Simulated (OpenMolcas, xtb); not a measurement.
## CH5GaO2 (SMILES [CH3][Ga]([OH])[OH]): methods side by side

CH5GaO2: 9 atoms, total charge 0, spin state singlet. As SMILES, `[CH3][Ga]([OH])[OH]`. The shape is that of a PBE0-D4/def2-TZVP optimisation. This is one conformer, not always the lowest.

Quantity: the HOMO–LUMO gap, in eV. The values are calculated.

```
         level            kind     program  value (eV)
      GFN1-xTB  semi-empirical         xtb        6.82
    HF/cc-pVDZ    Hartree–Fock  OpenMolcas       14.96
 SVWN5/cc-pVDZ             LDA  OpenMolcas        5.64
  BLYP/cc-pVDZ             GGA  OpenMolcas        5.52
 M06-L/cc-pVDZ        meta-GGA  OpenMolcas        6.52
  PBE0/cc-pVDZ   global hybrid  OpenMolcas        8.33
B2PLYP/cc-pVDZ   double hybrid  OpenMolcas       11.08
```

All-electron rows without a relativistic Hamiltonian named are non-relativistic. The values span 5.52 to 14.96 eV. Orbital gaps aren't excitation energies, and those of double hybrids come from the SCF part alone; they tend to grow with the share of exact exchange.

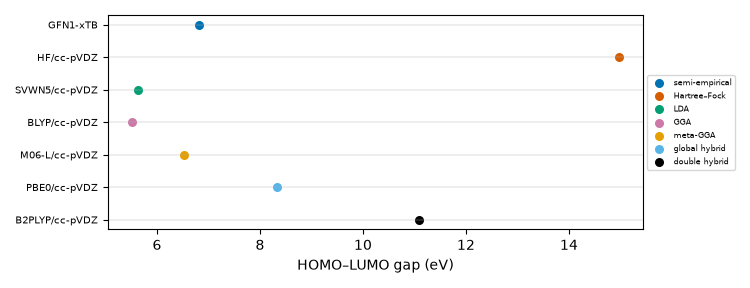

The values of the table, level by level.
